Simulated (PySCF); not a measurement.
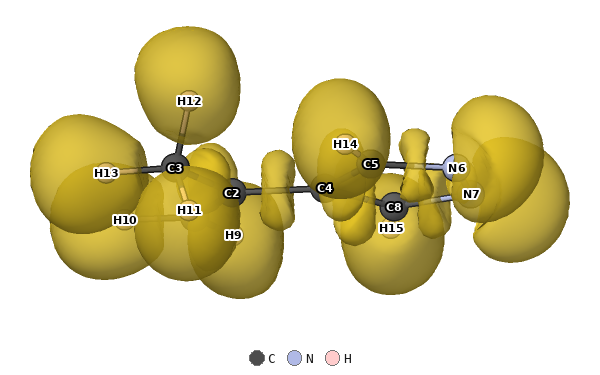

C6H7N2 (SMILES C=C(C)c1cn[n-]c1) (charge −1). Isosurface of the electron localisation function at 0.8 (yellow), seen from one side. Core shells and regions of very low density are left out.

Geometry: GFN2-xTB, NEB image 0 of 0 to 8.

Computed with PBE0/pcSseg-1, SCF density, gas phase, non-relativistic (PySCF 2.14.0).

Input file:

```
{"job": {"kind": "nmr", "xc": "PBE0", "basis": "pcSseg-1", "pop": false}, "charge": -1, "multiplicity": 1}
C     -1.014100     1.599500    -0.770500
C     -0.528500     0.354000    -0.680600
C     -1.046500    -0.717300    -1.607300
C      0.477600    -0.049200     0.260000
C      1.061000    -1.319700     0.439300
N      1.957500    -1.301100     1.413500
N      2.010100    -0.048400     1.914200
C      1.147100     0.701800     1.248000
H     -0.670500     2.391400    -0.126500
H     -1.773000     1.868100    -1.493100
H     -0.230900    -1.128300    -2.203600
H     -1.482000    -1.535900    -1.032900
H     -1.807400    -0.318700    -2.280200
H      0.865800    -2.236000    -0.100900
H      1.029400     1.747900     1.493000
```

Command:

```sh
OMP_NUM_THREADS=1 python probes_run.py task.json out
```

**Where are the electrons localised?**

The surface consists of five regions between bonded C–C atoms (shared pairs), two regions between bonded C–N atoms (shared pairs), one region between bonded N–N atoms (shared pairs), seven regions around hydrogen nuclei and two lobes on N, pointing away from the bonds (lone pairs). Along the contacts the grid gives the following. C–N (1.32 Å): the ELF peaks at about 0.90 between the atoms (a covalent bond). C–C (1.34 Å): the ELF peaks at about 0.95 between the atoms: a multiple bond.
